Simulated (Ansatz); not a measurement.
# AlH (SMILES [AlH]) at 6 levels

We compute a comparison of 6 runs (BHLYP/cc-pVTZ, SVWN5/cc-pVTZ, r2SCAN0/cc-pVTZ, CCSDT(Q)/cc-pVTZ, CCSDT/cc-pVTZ, CCSD(T)/cc-pVTZ) of AlH. 

Program for the calculation: Ansatz 0.2.0.

53 further runs of the same task are left out: 53 set aside as unsound or not needed.

**1. Starting point**

AlH: 2 atoms, total charge 0, spin state singlet. SMILES: `[AlH]`. The H2–Al1 distance was set to 4.034 Å, away from the relaxed value.

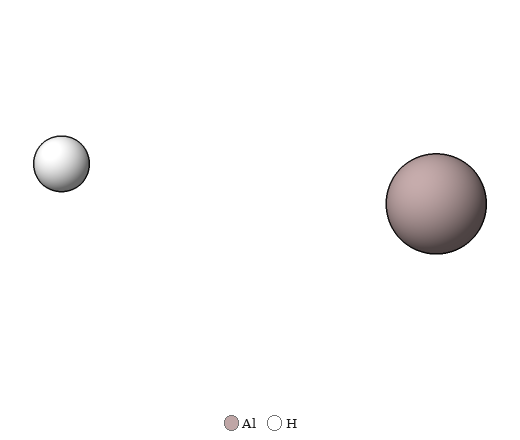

The structure, seen from a chosen angle (aluminium light grey, hydrogen white).

**2. The energy at BHLYP/cc-pVTZ (run 1)**

Contents of input.yaml:

```yaml
crystal:
  periodic: [false, false, false]
  atoms:
    - {symbol: Al, position_ang: [0.000000, 0.000000, -2.420230]}
    - {symbol: H, position_ang: [0.000000, 0.000000, 1.613470]}
basis:
  gaussian:
    orbitals: cc-pVTZ
hamiltonian:
  xc: {name: BHLYP}
accuracy: high
```

Run with:

```bash
ansatz run input.yaml --threads 1 --pin off --max-ram 2610MiB --events-out events.jsonl --progress --plain --runs-dir runs
```

Log:

```text
Warning: RAYON_NUM_THREADS=1 ignored (pool sized by the plan → 1); use --threads N
Functional definition: BHLYP
  name "BHLYP"
  parameter a = 0.5
  exchange = (1 - a)*b88_x + a*exact_x
  correlation = lyp_c
534 factors; integrals over basis functions are off by at most 2.9e-9 eV
mean field evaluation 1: about -6605.7511 eV, gradient 1.4e1 eV
mean field evaluation 2: about -6595.2257 eV, gradient 1.8e1 eV
mean field evaluation 4: about -6607.4446 eV, gradient 6.4e0 eV
mean field evaluation 8: about -6608.1933 eV, gradient 5.0e-1 eV
mean field evaluation 16: about -6608.1953 eV, gradient 3.1e-5 eV
mean field -6608.19530703 eV, -242.8466983376 hartree, gradient 2.0e-8 eV, S^2 0.000000; 1 other end points of the search recorded, 0 dependent functions left out
reference -6608.19532771 eV, -242.8466990977 hartree; 7, 7 occupied and 41, 41 virtual orbitals, 534 factors
Total energy: -6608.19532771 eV, -242.8466990977 hartree
```

Wall time 1.7 s (1 thread of Intel Xeon Platinum 8259CL at 2.50GHz (Skylake/Cascade Lake), shared host); peak memory 0.1 GiB.

**3. The energy at SVWN5/cc-pVTZ (run 2)**

Contents of run.yaml:

```yaml
crystal:
  periodic: [false, false, false]
  atoms:
    - {symbol: Al, position_ang: [0.000000, 0.000000, -2.420230]}
    - {symbol: H, position_ang: [0.000000, 0.000000, 1.613470]}
basis:
  gaussian:
    orbitals: cc-pVTZ
accuracy: high
hamiltonian:
  xc: {name: SVWN5}
```

Run with:

```bash
ansatz run run.yaml --threads 1 --pin off --max-ram 2610MiB --events-out events.jsonl --progress --plain --runs-dir runs
```

Log:

```text
Warning: RAYON_NUM_THREADS=1 ignored (pool sized by the plan → 1); use --threads N
Functional definition: SVWN5
  name "SVWN5"
  exchange = slater_x
  correlation = vwn5_c
534 factors; integrals over basis functions are off by at most 2.9e-9 eV
mean field evaluation 1: about -6575.6843 eV, gradient 1.8e1 eV
mean field evaluation 2: about -6564.8915 eV, gradient 2.5e1 eV
mean field evaluation 4: about -6576.9625 eV, gradient 1.3e1 eV
mean field evaluation 8: about -6578.2165 eV, gradient 1.1e1 eV
mean field evaluation 16: about -6579.6244 eV, gradient 1.3e-5 eV
mean field -6579.62444784 eV, -241.7967386286 hartree, gradient 2.1e-8 eV, S^2 0.000000; 1 other end points of the search recorded, 0 dependent functions left out
reference -6579.62445046 eV, -241.7967387247 hartree; 7, 7 occupied and 41, 41 virtual orbitals, 534 factors
Total energy: -6579.62445046 eV, -241.7967387247 hartree
```

It took 0.87 s on 1 thread of Intel Xeon Platinum 8259CL at 2.50GHz (Skylake/Cascade Lake), shared host; peak memory 0.1 GiB.

**4. The energy at r2SCAN0/cc-pVTZ (run 3)**

Contents of job.yaml:

```yaml
basis:
  gaussian:
    orbitals: cc-pVTZ
crystal:
  periodic: [false, false, false]
  atoms:
    - {symbol: Al, position_ang: [0.000000, 0.000000, -2.420230]}
    - {symbol: H, position_ang: [0.000000, 0.000000, 1.613470]}
total_charge: 0
hamiltonian:
  xc: {name: r2SCAN0}
magnetization:
  spin_polarized: false
accuracy: high
```

Run with:

```bash
ansatz run job.yaml --threads 1 --pin off --max-ram 2610MiB --events-out events.jsonl --progress --plain --runs-dir runs
```

Log:

```text
Warning: RAYON_NUM_THREADS=1 ignored (pool sized by the plan → 1); use --threads N
Functional definition: r2SCAN0
  name "r2SCAN0"
  parameter a = 0.25
  parameter k0 = 0.174
  parameter k1 = 0.065
  parameter a1 = 4.9479
  exchange = (1 - a)*r2scan_x(k0 = k0, k1 = k1, a1 = a1) + a*exact_x
  correlation = r2scan_c
534 factors; integrals over basis functions are off by at most 2.9e-9 eV
mean field evaluation 1: about -6604.1524 eV, gradient 1.5e1 eV
mean field evaluation 2: about -6593.4141 eV, gradient 2.0e1 eV
mean field evaluation 4: about -6606.9428 eV, gradient 3.9e0 eV
mean field evaluation 8: about -6607.1409 eV, gradient 5.7e-1 eV
mean field evaluation 16: about -6607.1434 eV, gradient 3.0e-5 eV
mean field -6607.14335457 eV, -242.8080397979 hartree, gradient 1.7e-8 eV, S^2 0.000000; 1 other end points of the search recorded, 0 dependent functions left out
reference -6607.14335507 eV, -242.8080398162 hartree; 7, 7 occupied and 41, 41 virtual orbitals, 534 factors
Total energy: -6607.14335507 eV, -242.8080398162 hartree
```

It took 2.6 s on 1 thread of Intel Xeon Platinum 8259CL at 2.50GHz (Skylake/Cascade Lake), shared host; peak memory 0.13 GiB.

Runs 4 to 5 aren't shown in full; the table further down has their settings and results.

**5. A single-point energy at CCSD(T)/cc-pVTZ (run 6)**

Contents of job.yaml:

```yaml
crystal:
  periodic: [false, false, false]
  atoms:
    - {symbol: Al, position_ang: [0.000000, 0.000000, -2.420230]}
    - {symbol: H, position_ang: [0.000000, 0.000000, 1.613470]}
basis:
  gaussian:
    orbitals: cc-pVTZ
correlation:
  method: ccsd_t
  frozen_orbitals: {Al: 5, H: 0}
accuracy: high
scf:
  omitted_lower_state_checks: [cluster_reference, increment]
```

Run with:

```bash
ansatz run job.yaml --threads 1 --pin off --max-ram 2610MiB --events-out events.jsonl --progress --plain --runs-dir runs
```

Log:

```text
Warning: RAYON_NUM_THREADS=1 ignored (pool sized by the plan → 1); use --threads N
[... 12 lines left out ...]
5 core orbitals not correlated: weight in the atoms' cores, before any rotation towards them, 1.000 or more for the frozen orbitals, at most 0.000 for the correlated occupied ones
[... 30 lines left out ...]
WARN: these amplitudes may be one of several solutions (largest doubles amplitude 0.64, level shift 0.76 eV)
Total energy: -6597.15920605 eV, -242.4411291072 hartree
Checks for a lower state left out: cluster_reference, increment
```

It took 0.71 s on 1 thread of Intel Xeon Platinum 8259CL at 2.50GHz (Skylake/Cascade Lake), shared host; peak memory 0.12 GiB.

**6. Overview of the runs**

| run | level | frozen core orbitals | energy (Eh) | wall time |
| --- | --- | --- | --- | --- |
| 1 | BHLYP/cc-pVTZ | – | -242.846699 | 1.7 s |
| 2 | SVWN5/cc-pVTZ | – | -241.796739 | 0.87 s |
| 3 | r2SCAN0/cc-pVTZ | – | -242.808040 | 2.6 s |
| 4 | CCSDT(Q)/cc-pVTZ | 5 | -242.437127 | 3.3 s |
| 5 | CCSDT/cc-pVTZ | 5 | -242.436244 | 3.3 s |
| 6 | CCSD(T)/cc-pVTZ | 5 | -242.441129 | 0.71 s |

**7. Summary of results**

```
                                          quantity          value
                               run 6: total energy  -242.44113 Eh
run 6: correlation energy (5 core orbitals frozen)     -129.5 mEh
                             run 6: (T) correction     -14.11 mEh
                              run 6: T1 diagnostic          0.192
```

What this shows: Totals of different functionals can't be ranked against each other. In run 6 the T1 diagnostic is large, so a single reference may not serve. In runs 4, 5, 6 the log says that unrestricted orbitals would lower the reference, so the values rest on an unstable closed-shell determinant (other closed-shell runs at this shape may share the fault). All runs together took 13 s, the longest 3.3 s.
